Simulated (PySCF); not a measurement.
C4H4 (SMILES C=C=C=C)

```tsv
atom	x (Å)	y (Å)	z (Å)
C	1.9084	-0.3016	0.3284
C	0.6232	-0.0969	0.1167
C	-0.6189	0.1012	-0.0886
C	-1.9038	0.3064	-0.3018
H	2.2587	-0.8760	1.1927
H	2.6679	0.0959	-0.3532
H	-2.2524	0.8807	-1.1667
H	-2.6646	-0.0907	0.3787
```

Geometry: PBE0-D3(BJ)/ma-def2-SVP.

Level of theory: DFT single point, gas phase, functional wB97X (PySCF 2.14.0, density-fitted response routines).

Predict the electron density and electron localisation function between the atoms.

C–C (1.27 Å): ρ is about 2.5 e/Å³ halfway; the ELF peaks at about 0.90 between the atoms: a short, multiple covalent bond.
C–H (1.10 Å): the density is about 2 e/Å³ at the midpoint; the ELF climbs to about 1 towards the hydrogen, as it does in any bond to H: a covalent bond by its length.
C–C (1.32 Å): ρ is about 2.3 e/Å³ halfway; the ELF peaks at about 0.90 between the atoms; a short, multiple covalent bond.

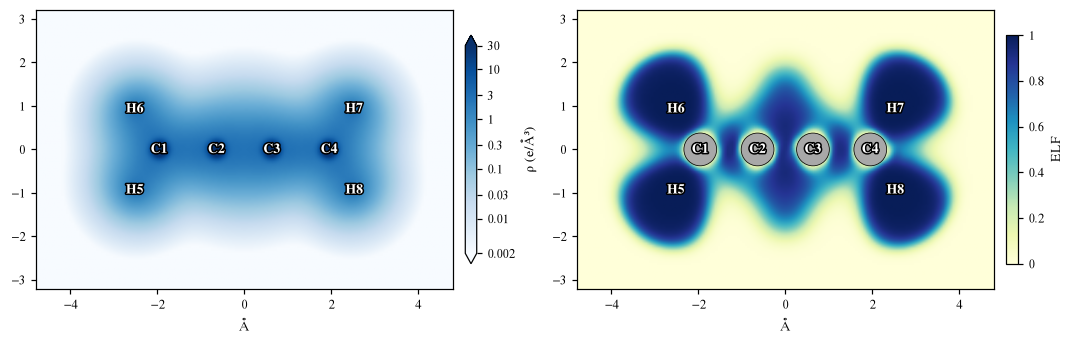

Computed electron density and electron localisation function on the molecular plane, in this order. Grey discs cover the atomic cores in the ELF map. 
